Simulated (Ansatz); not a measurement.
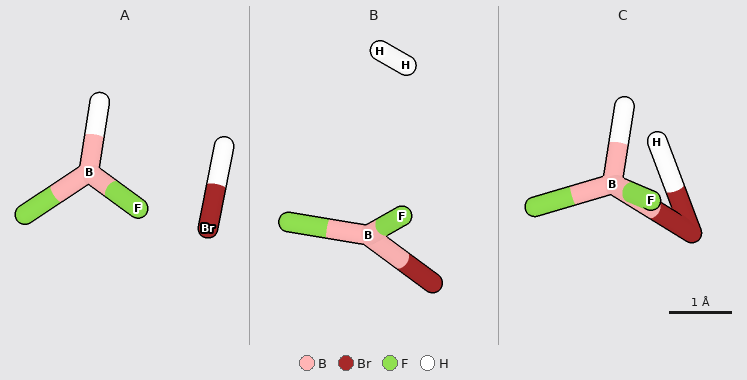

Three geometries of BH₂BrF₂: a saddle point and the two relaxed ends that it joins, in shuffled order. The picture is a stick view, seen from a free direction. Sticks join atoms that are closer than about 1.2 times the sum of their covalent radii (a little more with hydrogen).

Stationary points at PBE0-D4/def2-TZVP, single-point energies with CCSD(T)/CBS, PBE-QIDH, CAM-B3LYP-D4, r2SCAN-D4 (def2-TZVPP where no basis is named; Ansatz 0.2.0). The energies are electronic, without zero-point or thermal terms, and both ends are the relaxed geometries reached downhill from the saddle, with any fragments still in contact. CCSD(T)/CBS stands for a frozen-core estimate: MP2 correlation extrapolated from def2-TZVPP and def2-QZVPP, CCSD(T) minus MP2 from the smaller set.

Q: Which frame is the transition state, what reaction does it lead through, and what barrier is to be expected?

A: Frame C is the saddle point. Counted by bonded pieces, B holds BBrF₂ + H₂ and A holds BHF₂ + HBr. From B over the saddle to A, bonds form: B–H (3.03 → 1.32 → 1.19 Å), Br–H (3.55 → 1.71 → 1.42 Å). Bonds break: B–Br (1.90 → 2.29 → 3.36 Å), H–H (0.75 → 1.04 → 3.47 Å). The saddle has one imaginary mode, 893i cm⁻¹. The end A keeps a soft imaginary mode of 54i cm⁻¹, so it isn't quite a minimum. With CCSD(T)/CBS the barrier is 164.3 kJ/mol from B and 127.0 kJ/mol from A, and A lies 37.3 kJ/mol above B.

```
       level  barrier from B (kJ/mol)  barrier from A (kJ/mol)  A less B (kJ/mol)
 CCSD(T)/CBS                    164.3                    127.0               37.3
    PBE-QIDH                    153.4                    114.6               38.8
CAM-B3LYP-D4                    157.4                    126.5               31.0
   r2SCAN-D4                    135.7                     91.3               44.4
```

Against CCSD(T)/CBS, CAM-B3LYP-D4 comes closest on the barrier from B (−6.9 kJ/mol) and r2SCAN-D4 misses most (−28.6 kJ/mol).

Limits of the set-up: the start holds two separate molecules, 3.0 Å apart at their closest, whose relative position is a soft coordinate.
